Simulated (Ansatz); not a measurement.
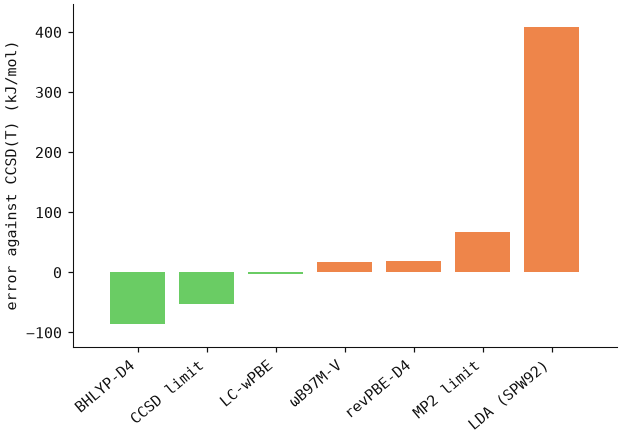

Error in the electronic atomisation energy (method less reference, so positive means overbinding) of C₂H₃ClSi, SMILES ClC1=C[SiH2]1: functionals in def2-TZVPP against frozen-core CCSD(T) at the limit (MP2 extrapolated from triple and quadruple zeta, plus CCSD(T) less MP2 in a smaller set), which gives 2490.2 kJ/mol, at a PBE0-D4/def2-TZVP geometry (a minimum by its frequencies), no zero-point or spin-orbit term, the Ansatz code. The reference leaves out core correlation, a term that grows with the number of heavy atoms. No dispersion term is added to LC-wPBE. Limit means the basis limit.

Which of these levels overbind, and which underbind?

Answer. Overbind: MP2 limit and LDA (SPW92). Underbind: BHLYP-D4 and CCSD limit. Within 20 kJ/mol of zero, too close to call in view of what the reference leaves out: LC-wPBE, ωB97M-V and revPBE-D4.

What range do the values span?

Answer. From −85.5 kJ/mol (BHLYP-D4) to 407.7 kJ/mol (LDA (SPW92)).
